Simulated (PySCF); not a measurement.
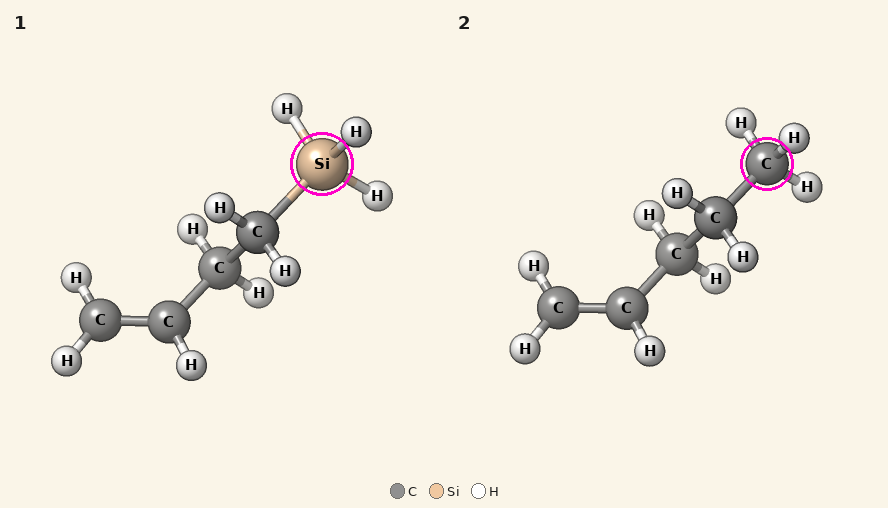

2 molecules with one skeleton, seen from the same side and at one scale; the atom that differs is circled. Each species is neutral and a spin singlet. Computed geometries: PBE0-D3(BJ)/def2-SVP optimisations, one conformation each. Properties computed with PySCF 2.14.0.

One atom differs, called X below: Si in panel 1, C in panel 2. Their formulas are C4H10Si (`C=CCC[SiH3]`), C5H10 (`C=CCCC`).

> In which is the mean static polarisability larger (PBE0/def2-SVPD)?

In panel 1 (X = Si).

> In which is the length of X–C larger (PBE0-D3(BJ)/def2-SVP)?

In panel 1 (X = Si).

Give the values. With PBE0-D3(BJ)/def2-SVP: length of X–C (Å), mean length of X–H (Å), mean angle C–X–H (°). With PBE0/def2-SVPD: dipole moment (D), HOMO energy (Kohn–Sham orbital) (eV), HOMO–LUMO gap (eV), mean static polarisability (bohr³), lowest vertical singlet excitation (eV).

```
                               quantity  1 (Si)  2 (C)   2 − 1
                      length of X–C (Å)   1.886  1.520  −0.366
                 mean length of X–H (Å)   1.496  1.102  −0.394
                   mean angle C–X–H (°)   110.5  111.4    +0.9
                      dipole moment (D)    0.53   0.43   −0.10
   HOMO energy (Kohn–Sham orbital) (eV)   −7.48  −7.36   +0.12
                     HOMO–LUMO gap (eV)    7.61   7.71   +0.10
     mean static polarisability (bohr³)    80.4   64.6   −15.8
lowest vertical singlet excitation (eV)    6.99   7.17   +0.18
```
